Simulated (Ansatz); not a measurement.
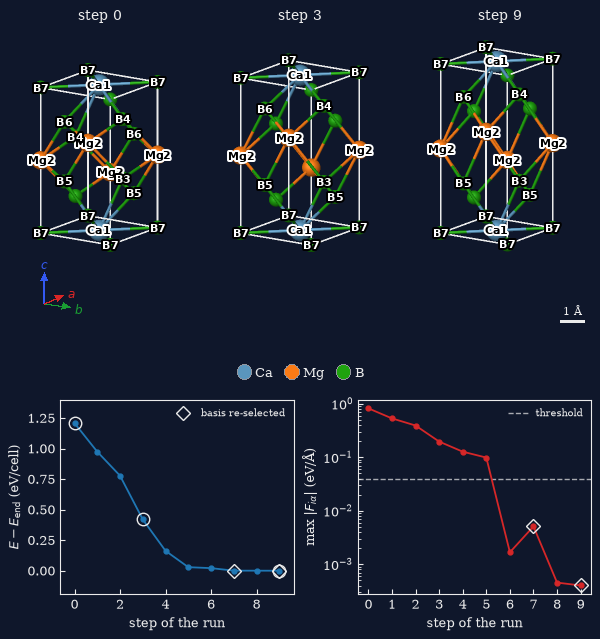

Frames of a relaxation of a crystal of CaMgB₅ (a generated structure, set up in P4/mmm) (coarse preliminary run), marked on the history of the run. Style: ball-and-stick. Shown: the cell of the calculation, from a free direction.

Theory: DFT PBE, scalar-relativistic, plane waves, PAW in Ansatz 0.2.0. Set-up: plane-wave cutoff 420 eV; k-point mesh 6 × 6 × 4; occupations gaussian; smearing width 0.1 eV; no spin polarisation; cell and atoms relaxed; force threshold 0.04 eV/Å; at most 70 steps.

Question: What happens along the run?

Answer: The largest moves relative to the cell, 0.37 Å, are those of B3, B4, B5 and B6. B4 goes along +c. Mg and Ca stay in place. The volume changes by +6.6 %, with a = b 3.505 → 3.358 Å (−4.2 %), c 6.266 → 7.278 Å (+16.2 %). Among the contacts that change: Mg2–B3 2.170 → 2.505 Å, Ca1–Ca1 3.505 → 3.358 Å, Ca1–B7 2.478 → 2.374 Å, Ca1–B3 2.551 → 2.447 Å. Among the angles between lasting bonds that change: Mg2–B4–Mg2 107.7° → 84.2°, Ca1–B4–Mg2 115.4° → 122.7°. The space group stays P4/mmm (No. 123). The energy falls by 1.208 eV per cell of the calculation in 7 accepted moves (9 points after the start). The largest force component goes from 0.82 to 0.0004 eV/Å. The pressure goes from 8.37 to −0.16 GPa. The SCF was repeated twice at an unchanged geometry on a basis and grid sized afresh for the cell, which shifted the energy by 20.5 meV per cell of the calculation at most. From step 0 to 3: B atoms move most (0.28 Å), volume +9.8 %, energy −0.788 eV per cell of the calculation. From step 3 to 9: B atoms move most (0.07 Å), volume −2.9 %, energy −0.420 eV per cell of the calculation.

```
step  E − E(0), meV/atom  largest force component, eV/Å  pressure, GPa  volume, Å³/atom                      note
   0                0.00                         0.8180           8.37           10.997                          
   1              -33.43                         0.5312           3.31           11.414                          
   2              -61.48                         0.3910          -0.29           11.790                          
   3             -112.64                         0.1960          -2.78           12.071                          
   4             -149.34                         0.1270          -2.46           12.012                          
   5             -168.45                         0.0985          -0.63           11.755                          
   6             -169.59                         0.0017           0.00           11.669                          
   7             -172.52                         0.0051           0.25           11.669  same geometry, new basis
   8             -172.57                         0.0005          -0.16           11.724                          
   9             -172.61                         0.0004          -0.16           11.724  same geometry, new basis
```
